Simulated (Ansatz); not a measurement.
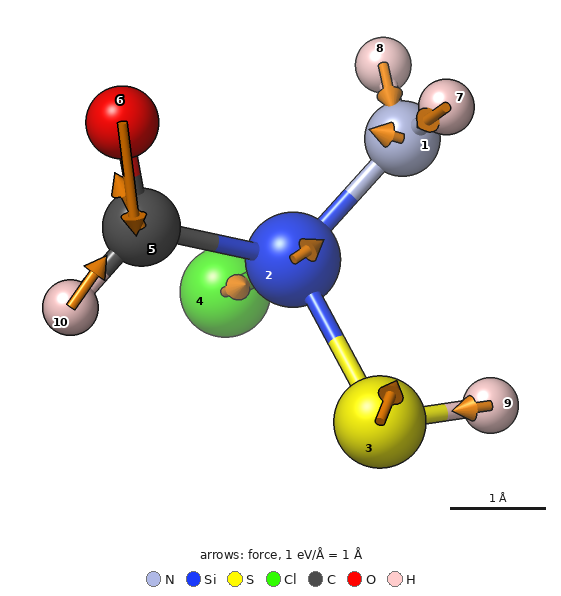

Starting geometry of CH$_{4}$ClNOSSi with the computed forces as orange arrows. Style: ball-and-stick. Shown at a tilt.

The start comes from PBE-D4/def2-SVP.

Level of theory: Ansatz, RKS PBE0-D4/def2-TZVP. Settings: force threshold 0.005 eV/Å; at most 150 steps.

What follows when this structure is relaxed?

Answer. It isn't relaxed: the largest force vector, on O6, is 1.30 eV/Å. The final displacements follow the starting forces only in part (cosine between the two patterns 0.32). The energy falls by 6.79 kJ/mol in 16 accepted moves (18 points after the start). The largest force component goes from 1 to 0.0029 eV/Å. The line search rejected the trial steps at points 2, 9 of the run. The forces were under the threshold at step 13, but the run went on from there. The largest move after the best rigid fit is that of H9, 0.12 Å. By element the largest moves are H 0.12 Å, Cl 0.09 Å, S 0.09 Å, O 0.06 Å, N 0.05 Å, Si 0.03 Å. Among the contacts that change: Si2–Cl4 2.091 → 2.056 Å, N1–Si2 1.724 → 1.692 Å, Si2–S3 2.151 → 2.121 Å, C5–H10 1.139 → 1.116 Å.
